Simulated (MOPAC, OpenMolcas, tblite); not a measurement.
## A ladder of methods for C2Si

C2Si has 3 atoms, charge 0, and is taken as a singlet. Geometry: relaxed at GFN2-xTB.

| atom | x (Å) | y (Å) | z (Å) |
| --- | --- | --- | --- |
| C | -1.1118 | 0.7375 | -0.5228 |
| C | -0.1352 | 0.0892 | -0.0636 |
| Si | 1.2470 | -0.8267 | 0.5864 |

Quantity: the dipole moment, in D. The values are calculated.

```
         level            kind     program  value (D)
           AM1  semi-empirical       MOPAC       4.96
      GFN2-xTB  semi-empirical      tblite       6.05
           PM6  semi-empirical       MOPAC       4.78
           PM7  semi-empirical       MOPAC       4.46
   HF/ANO-S-MB    Hartree–Fock  OpenMolcas       6.26
     HF/STO-3G    Hartree–Fock  OpenMolcas       5.48
    UHF/STO-3G    Hartree–Fock  OpenMolcas       5.48
  SVWN5/STO-3G             LDA  OpenMolcas       4.63
    PBE/STO-3G             GGA  OpenMolcas       4.64
PBEsol/cc-pVDZ             GGA  OpenMolcas       4.54
```

The values span 4.46 to 6.26 D. Sets without polarisation functions give poor dipoles.

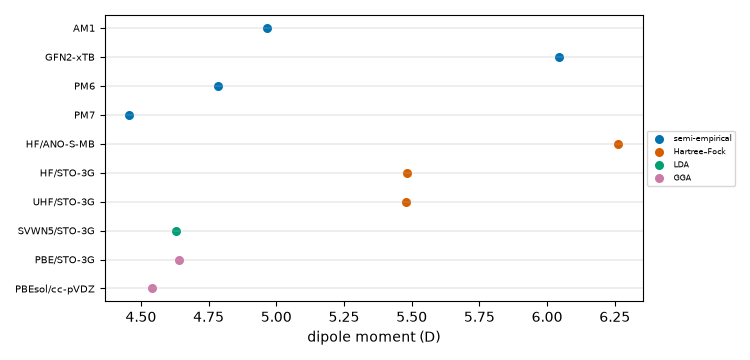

The values of the table, level by level.
